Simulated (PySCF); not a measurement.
# Single-point calculation of InPH$_{4}$O

- system: InPH$_{4}$O, SMILES O[PH][InH2]
- method: PBE0/def2-SVPD, RKS, core potentials def2-svp (PySCF 2.14.0)

A bond length was changed on purpose from its optimised value.

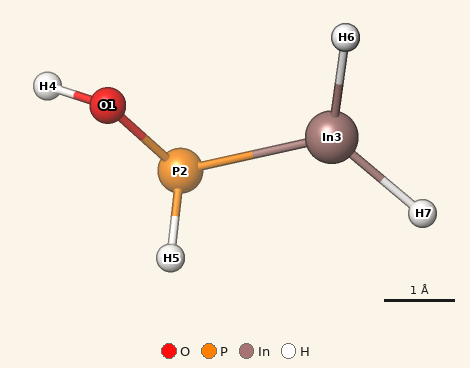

The structure as given in the input (ball-and-stick view, seen at a tilt; atoms are numbered from 1 in the order of the input). Sticks mark near contacts. Bond lengths as drawn: H–In 1.72 to 1.73 Å, H–O 1.10 Å, H–P 1.43 Å, In–P 2.50 Å and O–P 1.67 Å.

### The input (job.py)
```python
from pyscf import gto, dft

molecule = gto.M(
    atom='''
O   -1.725990   0.122157   0.157391
P   -0.504290  -0.394743  -0.857309
In   1.515410   0.341157   0.424091
H   -2.634300   0.311800  -0.441900
H   -0.365190  -1.746843  -0.414009
H    1.396710   1.598457   1.596191
H    3.028610  -0.380443   0.004691
''',
    ecp={'In': 'def2-svp'},
    basis='def2-svpd',
    max_memory=1860,
    verbose=4,
)

ks = dft.RKS(molecule, xc='pbe0')
ks.grids.level = 5
ks.conv_tol = 1e-10
ks.kernel()
if not ks.converged:
    ks = ks.newton().run(ks.mo_coeff, ks.mo_occ)

e_tot = ks.e_tot
print('Final energy', e_tot)
```

Run on 1 thread of Intel Xeon @ 2.70GHz, 189 GiB of memory available, shared host.

Launch command:
```bash
OMP_NUM_THREADS=1 python job.py
```

### The program's output
```
PySCF version 2.14.0

[INPUT] num. atoms = 7
[INPUT] num. electrons = 48
[INPUT] charge = 0
[INPUT] spin (= nelec alpha-beta = 2S) = 0
[INPUT] symmetry False subgroup None
[INPUT] Mole.unit = angstrom
[INPUT] Symbol           X                Y                Z      unit          X                Y                Z       unit  Magmom
[INPUT]  1 O     -1.725990000000   0.122157000000   0.157391000000 AA   -3.261648393738   0.230843274198   0.297425884471 Bohr   0.0
[INPUT]  2 P     -0.504290000000  -0.394743000000  -0.857309000000 AA   -0.952969987357  -0.745956159589  -1.620079214125 Bohr   0.0
[INPUT]  3 In     1.515410000000   0.341157000000   0.424091000000 AA    2.863709866427   0.644693295478   0.801415841893 Bohr   0.0
[INPUT]  4 H     -2.634300000000   0.311800000000  -0.441900000000 AA   -4.978105529942   0.589216605639  -0.835069974445 Bohr   0.0
[INPUT]  5 H     -0.365190000000  -1.746843000000  -0.414009000000 AA   -0.690109083430  -3.301054852614  -0.782363623105 Bohr   0.0
[INPUT]  6 H      1.396710000000   1.598457000000   1.596191000000 AA    2.639399375441   3.020645951894   3.016363832496 Bohr   0.0
[INPUT]  7 H      3.028610000000  -0.380443000000   0.004691000000 AA    5.723243438119  -0.718933076008   0.008864705250 Bohr   0.0

nuclear repulsion = 173.005925998897
number of shells = 47
number of NR pGTOs = 182
number of NR cGTOs = 111
basis = def2-svpd
ecp = {'In': 'def2-svp'}

******** <class 'pyscf.dft.rks.RKS'> ********
method = RKS
initial guess = minao
damping factor = 0
level_shift factor = 0
DIIS = <class 'pyscf.scf.diis.CDIIS'>
diis_start_cycle = 1
diis_space = 8
diis_damp = 0
SCF conv_tol = 1e-10
SCF conv_tol_grad = None
SCF max_cycles = 50
direct_scf = True
direct_scf_tol = 1e-13
XC library pyscf.dft.libxc version 7.0.0
    S. Lehtola, C. Steigemann, M. J.T. Oliveira, and M. A.L. Marques.,  SoftwareX 7, 1–5 (2018)
XC functionals = pbe0
radial grids:
    Treutler-Ahlrichs [JCP 102, 346 (1995); DOI:10.1063/1.469408] (M4) radial grids

becke partition: Becke, JCP 88, 2547 (1988); DOI:10.1063/1.454033
pruning grids: <function nwchem_prune>
grids dens level: 5
symmetrized grids: False
atomic radii adjust function: <function treutler_atomic_radii_adjust>
small_rho_cutoff = 0
Set gradient conv threshold to 1e-05
Initial guess from minao.
tot grids = 228056
init E= -587.305746300211
  HOMO = -0.597748717765421  LUMO = -0.521585141508019  gap/eV = 2.07252
cycle= 1 E= -606.882515868376  delta_E= -19.6  |g|= 2.34  |ddm|= 13.5
  HOMO = -0.0234565883352999  LUMO = 0.0218081067905842  gap/eV = 1.23172
cycle= 2 E= -562.528865403769  delta_E= 44.4  |g|= 8.33  |ddm|= 69.3
  HOMO = -0.253618958961587  LUMO = -0.118306224658409  gap/eV = 3.68205
cycle= 3 E= -608.540548106924  delta_E=  -46  |g|= 0.844  |ddm|= 69.7
  HOMO = -0.201824827052235  LUMO = -0.0759237786275879  gap/eV = 3.42594
cycle= 4 E= -608.485896002521  delta_E= 0.0547  |g|= 0.993  |ddm|= 1.81
  HOMO = -0.226498685860368  LUMO = -0.0666825186314268  gap/eV = 4.34882
cycle= 5 E= -608.702174795374  delta_E= -0.216  |g|= 0.129  |ddm|= 0.81
  HOMO = -0.249272016342711  LUMO = -0.0669933133307428  gap/eV = 4.96006
cycle= 6 E= -608.70723735632  delta_E= -0.00506  |g|= 0.0543  |ddm|= 0.321
  HOMO = -0.238711407462946  LUMO = -0.0651156096053165  gap/eV = 4.72378
cycle= 7 E= -608.708128015319  delta_E= -0.000891  |g|= 0.0102  |ddm|= 0.124
  HOMO = -0.239628322825009  LUMO = -0.0661077944219302  gap/eV = 4.72173
cycle= 8 E= -608.708164657803  delta_E= -3.66e-05  |g|= 0.00243  |ddm|= 0.0212
  HOMO = -0.239425843139721  LUMO = -0.0662201448286278  gap/eV = 4.71317
cycle= 9 E= -608.708166932458  delta_E= -2.27e-06  |g|= 0.000566  |ddm|= 0.00497
  HOMO = -0.239393209771226  LUMO = -0.0662697583389182  gap/eV = 4.71093
cycle= 10 E= -608.708167081456  delta_E= -1.49e-07  |g|= 0.00011  |ddm|= 0.00175
  HOMO = -0.239399962951401  LUMO = -0.0662601907242083  gap/eV = 4.71137
cycle= 11 E= -608.708167088251  delta_E= -6.79e-09  |g|= 1.84e-05  |ddm|= 0.00028
  HOMO = -0.239399379199101  LUMO = -0.0662593687536831  gap/eV = 4.71138
cycle= 12 E= -608.708167088498  delta_E= -2.47e-10  |g|= 8.18e-06  |ddm|= 5.58e-05
  HOMO = -0.239399714409265  LUMO = -0.0662597716777084  gap/eV = 4.71138
cycle= 13 E= -608.708167088527  delta_E= -2.91e-11  |g|= 2.1e-06  |ddm|= 1.83e-05
  HOMO = -0.239399323913646  LUMO = -0.0662599366654044  gap/eV = 4.71136
```

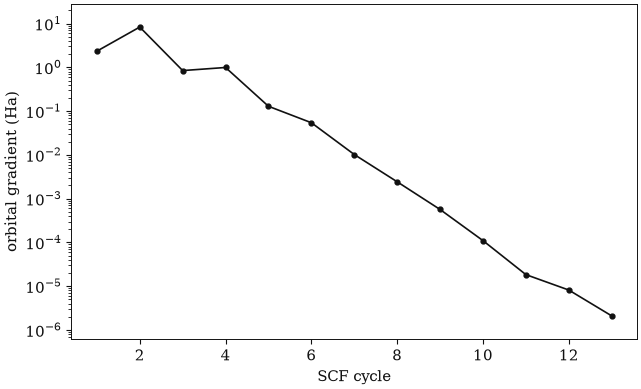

Convergence of the self-consistent field: orbital gradient against the SCF cycle. The residual comes down, with one marked jump up, by a factor of about 4, at step 2.

```
Extra cycle  E= -608.708167088524  delta_E= 2.96e-12  |g|= 2.12e-06  |ddm|= 7.1e-06
converged SCF energy = -608.708167088524
Final energy -608.7081670885239
```

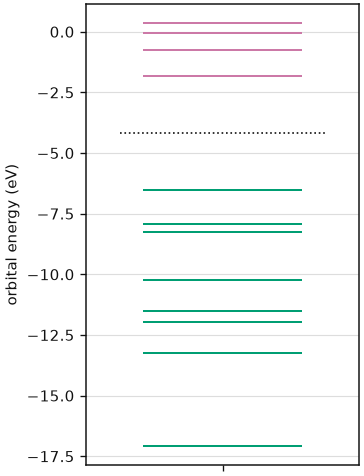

Orbital energies near the frontier; the dotted line parts filled from empty levels, and levels within 0.02 eV of each other stand side by side. Highest filled −6.51 eV, lowest empty −1.80 eV, 4.71 eV apart.

### Summary

```csv
quantity,value
outcome,converged
total energy,−608.708167 hartree
basis functions,111
HOMO,−6.51 eV
LUMO,−1.80 eV
dipole moment,0.82 D
wall time,29 s
peak memory,0.59 GiB
```
